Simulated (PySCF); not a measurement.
## What a change does: excited-state calculation on CH₃FOSi

System: CH₃FOSi, SMILES O=C[SiH2]F.
Method of the first run: TDDFT wB97X-D/def2-SVPD, vertical, gas phase, core orbitals frozen in the response (PySCF 2.14.0).

The geometry comes from this level: PBE0-D3(BJ)/def2-SVP. Text and figures count atoms from 1; the logs count them from 0 in places.

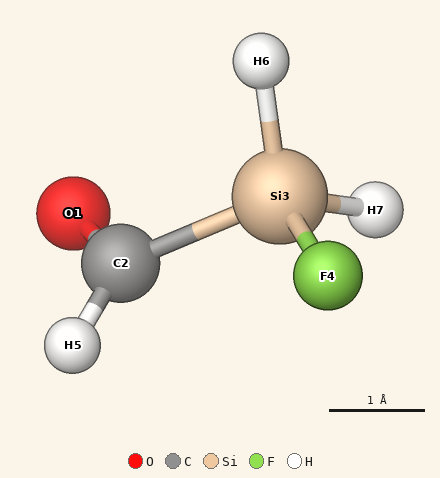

The structure as given in the input (ball-and-stick view, seen at a tilt; atoms are numbered from 1 in the order of the input).

**Input, the first run**
```
{"job": {"kind": "uv", "xc": "wB97X-D", "basis": "def2-SVPD", "ip": true}, "charge": 0, "multiplicity": 1}
O      1.759133    -0.980617    -0.158308
C      1.139680     0.055522    -0.166402
Si    -0.759079    -0.051576     0.100883
F     -1.411034     1.437374     0.053142
H      1.664636     1.038081    -0.324838
H     -1.014050    -0.654177     1.436251
H     -1.345187    -0.873877    -0.990555
```

The first line tells a small driver script what to run in PySCF; the rest is the geometry in Å.

Command:
```bash
OMP_NUM_THREADS=1 python <driver script> task.json out
```

Hardware: 1 CPU thread, shared host.

**Output (the first run)**
```
coarse grid: 6744 points
cycle   1  E = -503.9489381437  dE =  2.846e-01  |g| = 8.852e-01  |ddm| = 2.841e+00
cycle   2  E = -503.7453859727  dE =  2.036e-01  |g| = 1.416e+00  |ddm| = 1.574e+00
cycle   3  E = -504.1106704704  dE = -3.653e-01  |g| = 8.766e-02  |ddm| = 9.561e-01
cycle   4  E = -504.1116122979  dE = -9.418e-04  |g| = 6.315e-02  |ddm| = 1.049e-01
cycle   5  E = -504.1122886160  dE = -6.763e-04  |g| = 8.360e-03  |ddm| = 5.910e-02
cycle   6  E = -504.1123128969  dE = -2.428e-05  |g| = 2.319e-03  |ddm| = 2.271e-02
cycle   7  E = -504.1123154749  dE = -2.578e-06  |g| = 4.230e-04  |ddm| = 6.785e-03
final grid: 62064 points
cycle   8  E = -504.1831747488  dE = -4.343e-05  |g| = 5.885e-03  |ddm| = 6.516e-02
cycle   9  E = -504.1831723129  dE =  2.436e-06  |g| = 7.514e-03  |ddm| = 1.431e-02
cycle  10  E = -504.1831816021  dE = -9.289e-06  |g| = 6.996e-04  |ddm| = 4.583e-03
cycle  11  E = -504.1831816724  dE = -7.035e-08  |g| = 5.265e-04  |ddm| = 1.180e-03
cycle  12  E = -504.1831817289  dE = -5.645e-08  |g| = 7.773e-05  |ddm| = 6.415e-04
cycle  13  E = -504.1831817307  dE = -1.869e-09  |g| = 1.766e-05  |ddm| = 1.444e-04
cycle  14  E = -504.1831817309  dE = -1.603e-10  |g| = 6.185e-06  |ddm| = 4.484e-05
converged SCF energy = -504.1831817309

Static polarisability (au): isotropic 41.388, principal 35.220 41.608 47.336

Singlet excitations
state   eV       nm        f      main configurations
  1   3.2502    381.5   0.00084   H->L 0.98
  2   6.3254    196.0   0.00147   H->L+1 0.89
  3   7.2398    171.3   0.01235   H->L+2 0.83, H-1->L 0.10
  4   7.4576    166.3   0.08049   H-1->L 0.86, H->L+2 0.10
  5   7.9576    155.8   0.00248   H-2->L 0.81, H-6->L 0.10
  6   8.0958    153.1   0.14746   H->L+3 0.49, H->L+4 0.45
  7   8.4090    147.4   0.01029   H-1->L+1 0.93
  8   8.5628    144.8   0.15874   H->L+4 0.49, H->L+3 0.40
  9   8.9855    138.0   0.00122   H-4->L 0.43, H-6->L 0.25, H-7->L 0.15
 10   9.1506    135.5   0.11758   H-3->L 0.40, H->L+5 0.31, H->L+7 0.17

Triplet excitations (Tamm-Dancoff, eV): 2.6047 5.7059 6.0885 7.0646
Vertical ionisation energy (delta-SCF) = 10.0746 eV
Vertical electron affinity (delta-SCF) = -0.1427 eV
```

The input of the second run differs as follows (lines with − go, lines with + come):
```diff
-"xc": "wB97X-D"
+"xc": "LC-wPBE"
```

What does this change do to the results?

The total energies belong to different methods, so their difference says nothing on which is more stable or more accurate. The HOMO goes from −9.46 to −10.25 eV. The LUMO goes from −0.22 to 0.36 eV. The strongest computed line goes from 8.56 to 9.02 eV. The functional changes from wB97X-D to LC-wPBE. The number of SCF iterations is the same.

**Output (the second run)**
```
coarse grid: 6744 points
cycle   1  E = -503.7748656950  dE =  2.797e-01  |g| = 8.988e-01  |ddm| = 2.842e+00
cycle   2  E = -503.6492188099  dE =  1.256e-01  |g| = 1.297e+00  |ddm| = 1.479e+00
cycle   3  E = -503.9454375271  dE = -2.962e-01  |g| = 7.452e-02  |ddm| = 8.732e-01
cycle   4  E = -503.9463171352  dE = -8.796e-04  |g| = 5.544e-02  |ddm| = 1.065e-01
cycle   5  E = -503.9468688262  dE = -5.517e-04  |g| = 9.441e-03  |ddm| = 5.900e-02
cycle   6  E = -503.9469061001  dE = -3.727e-05  |g| = 2.520e-03  |ddm| = 2.652e-02
cycle   7  E = -503.9469098116  dE = -3.712e-06  |g| = 6.756e-04  |ddm| = 7.526e-03
final grid: 62064 points
cycle   8  E = -504.0368716505  dE = -1.395e-05  |g| = 6.537e-03  |ddm| = 2.682e-02
cycle   9  E = -504.0368702560  dE =  1.394e-06  |g| = 7.487e-03  |ddm| = 7.972e-03
cycle  10  E = -504.0368788545  dE = -8.599e-06  |g| = 3.687e-04  |ddm| = 4.119e-03
cycle  11  E = -504.0368788844  dE = -2.993e-08  |g| = 2.944e-04  |ddm| = 6.359e-04
cycle  12  E = -504.0368789035  dE = -1.907e-08  |g| = 5.938e-05  |ddm| = 2.887e-04
cycle  13  E = -504.0368789057  dE = -2.173e-09  |g| = 1.640e-05  |ddm| = 1.308e-04
cycle  14  E = -504.0368789059  dE = -1.914e-10  |g| = 4.685e-06  |ddm| = 4.480e-05
converged SCF energy = -504.0368789059

Static polarisability (au): isotropic 40.672, principal 34.716 40.985 46.313

Singlet excitations
state   eV       nm        f      main configurations
  1   3.2202    385.0   0.00070   H->L 0.96
  2   6.6562    186.3   0.00264   H->L+1 0.68, H->L+2 0.17
  3   7.5743    163.7   0.02892   H->L+2 0.75, H->L+1 0.14
  4   8.1440    152.2   0.08122   H-1->L 0.94
  5   8.1900    151.4   0.00181   H-2->L 0.69, H-6->L 0.14
  6   8.5221    145.5   0.14050   H->L+4 0.51, H->L+3 0.38
  7   8.5554    144.9   0.00989   H-1->L+1 0.78, H-1->L+2 0.11
  8   9.0187    137.5   0.24907   H->L+4 0.39, H->L+3 0.35, H->L+5 0.09
  9   9.1357    135.7   0.00064   H-4->L 0.42, H-7->L 0.20, H-6->L 0.16
 10   9.4156    131.7   0.07257   H-3->L 0.44, H->L+5 0.16, H->L+7 0.16

Triplet excitations (Tamm-Dancoff, eV): 2.4753 5.6339 6.2698 7.2519
Vertical ionisation energy (delta-SCF) = 10.1713 eV
```

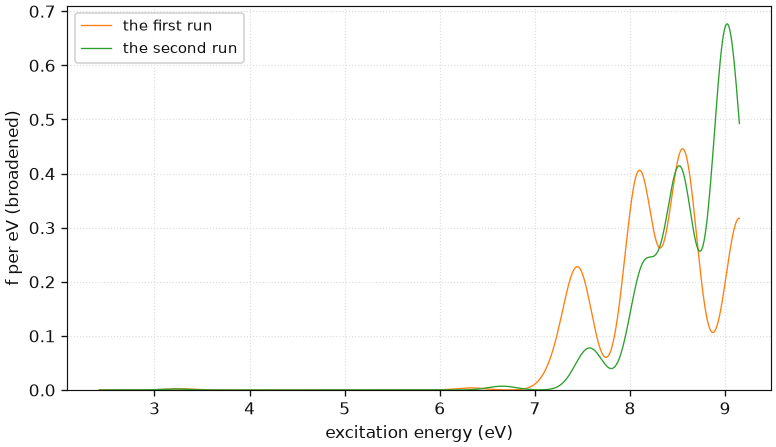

Absorption of the two runs from their computed states, each broadened by a Gaussian of 0.35 eV full width; the range ends where the shorter list of states ends.

**The two runs side by side**

```csv
quantity,the first run,the second run
outcome,converged,converged
total energy (hartree),−504.183182,−504.036879
HOMO (eV),−9.46,−10.25
LUMO (eV),−0.22,0.36
dipole moment (D),0.86,0.89
lowest excitation (eV),3.25,3.22
SCF iterations,14,14
strongest computed line (eV),8.56,9.02
basis functions,114,114
wall time (shared host),28 s,27 s
```
